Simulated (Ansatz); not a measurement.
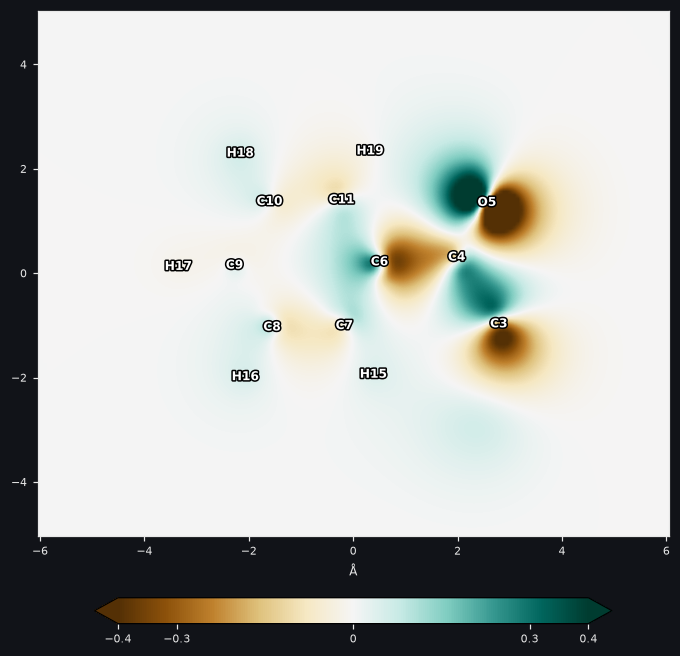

Figure 1: C9H8O2 (SMILES O=CCC(=O)c1ccccc1). The HOMO on the plane of atoms C11, C10 and H18 (values in Å⁻³ᐟ²; the overall sign is arbitrary).

Geometry: PBE0-D4/def2-TZVP.

All numbers below come from Ansatz 0.2.0, RKS PBE0-D4/def2-TZVPP.

```
atom    x (Å)    y (Å)    z (Å)
   O  -0.0194   3.2817  -0.8982
   C   0.4641   2.4464  -1.6093
   C   1.4961   1.4433  -1.1574
   C   0.9287   0.0332  -1.2555
   O   1.1104  -0.6173  -2.2581
   C   0.1325  -0.4871  -0.1166
   C  -0.2639   0.3206   0.9477
   C  -1.0306  -0.2097   1.9729
   C  -1.3924  -1.5479   1.9484
   C  -0.9982  -2.3586   0.8904
   C  -0.2456  -1.8296  -0.1399
   H   0.1639   2.3538  -2.6730
   H   1.8262   1.6958  -0.1509
   H   2.3351   1.4799  -1.8561
   H   0.0004   1.3709   0.9720
   H  -1.3457   0.4244   2.7930
   H  -1.9860  -1.9622   2.7554
   H  -1.2833  -3.4041   0.8723
   H   0.0658  -2.4376  -0.9807
```

Describe this orbital and give its energy.

Answer. It lies mainly on O5 (about 35 %), O1 (about 25 %), C3 (about 10 %), C4 (about 10 %) and C2 (about 5 %). Its energy is −7.53 eV.
